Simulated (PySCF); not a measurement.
# C7H8O2: the cost of one run

Computed with PySCF 2.14.0 and routines of our own; the level stands in each step. Atoms count from 0.

### Step 1. The system as given

17 atoms, charge 0, multiplicity 1; geometry from: GFN2-xTB.

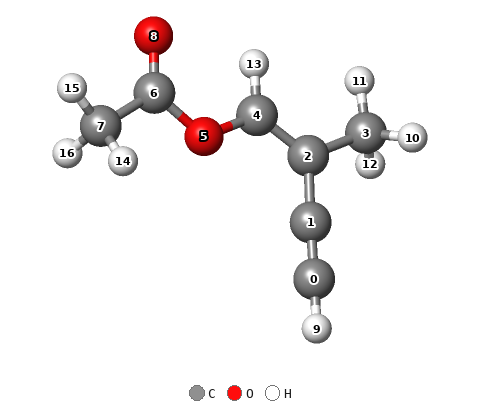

The starting geometry (carbon grey, oxygen red, hydrogen white).

### Step 2. Magnetic properties: GIAO B3LYP/pcSseg-1

What the job is given:

```
{"job": {"kind": "mag", "xc": "B3LYP", "basis": "pcSseg-1", "isotopologues": 0}, "charge": 0, "multiplicity": 1}
C     -1.677182     2.357129    -0.607208
C     -1.553561     1.208458    -0.279899
C     -1.445528    -0.147606     0.108127
C     -2.717086    -0.940747     0.139417
C     -0.268238    -0.688757     0.432427
O      0.897166     0.041475     0.400105
C      2.046116    -0.567272     0.747883
C      3.202078     0.385217     0.616038
O      2.118852    -1.714497     1.098353
H     -1.772848     3.362236    -0.891892
H     -3.427080    -0.479414     0.824719
H     -2.525499    -1.961616     0.458383
H     -3.172808    -0.955444    -0.850006
H     -0.156796    -1.721466     0.736450
H      2.891059     1.389493     0.887688
H      4.024322     0.050590     1.241062
H      3.530036     0.394250    -0.422098
```

With the program's defaults for keys left out, this is: GIAO B3LYP/pcSseg-1 magnetisability, rotational g tensor and spin-rotation constants, non-relativistic, gas phase.

Run with:

```
> OMP_NUM_THREADS=1 python excited_run.py task.json out
```

The driver reads the jobs from task.json and runs them one after another.

**Question.** How long does this first job take on 1 thread of Intel Xeon Platinum 8488C, shared host, and how much memory does it need?

About 34 s, with a peak of 0.93 GiB.
